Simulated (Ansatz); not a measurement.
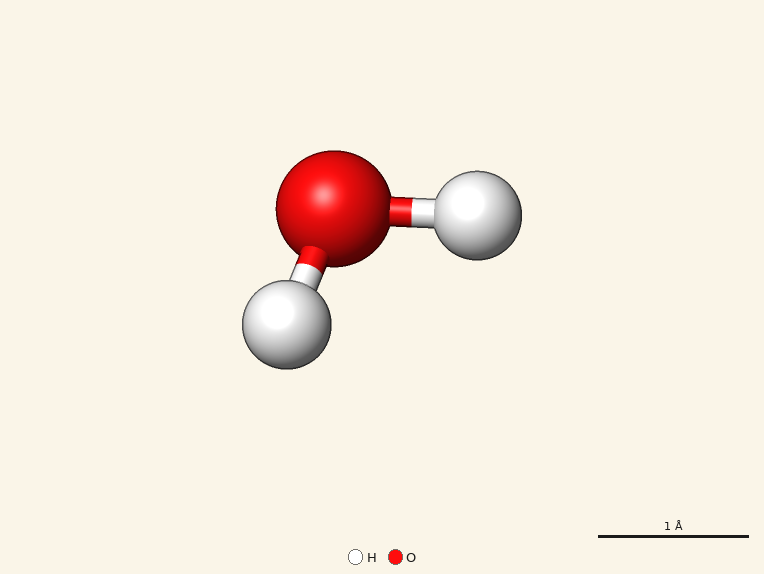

The picture shows a molecular structure as a ball-and-stick model.

Describe the molecule.

It has 3 atoms: 2 hydrogen and 1 oxygen (H2O). This geometry has C2v symmetry. Coordination: 1 O bent.

More results for the same structure follow; atom numbers are the same in all pictures, views and colours differ. The geometry was computed by an optimisation with PBE0-D4/def2-TZVP.

### Electronic properties

Level of theory: RKS PBE0-D4/def2-TZVP (Ansatz 0.2.0).

What does the calculation give?

- dipole moment: 2.07 D
- harmonic zero-point energy: 56.4 kJ/mol

### Charges

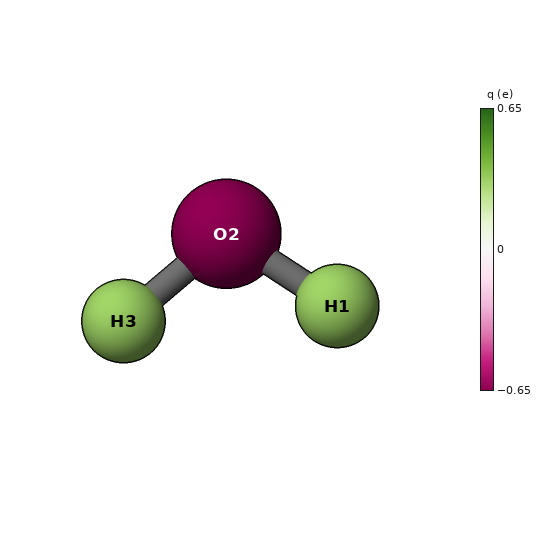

Atoms are coloured by their Mulliken charges. Method: RKS PBE0-D4/def2-TZVP (Ansatz 0.2.0).

Give the Mulliken charges atom by atom.

```
atom  value (e)
  H1       0.32
  O2      −0.65
  H3       0.32
```

### Vibrations

Harmonic vibrations computed with RKS PBE0-D4/def2-TZVP (Ansatz 0.2.0) at a stationary point of the same level.

> List the wavenumbers.

3 modes: 1623, 3852, 3959 cm⁻¹.

Mulliken values depend strongly on the basis set and can even reverse the polarity of a bond.
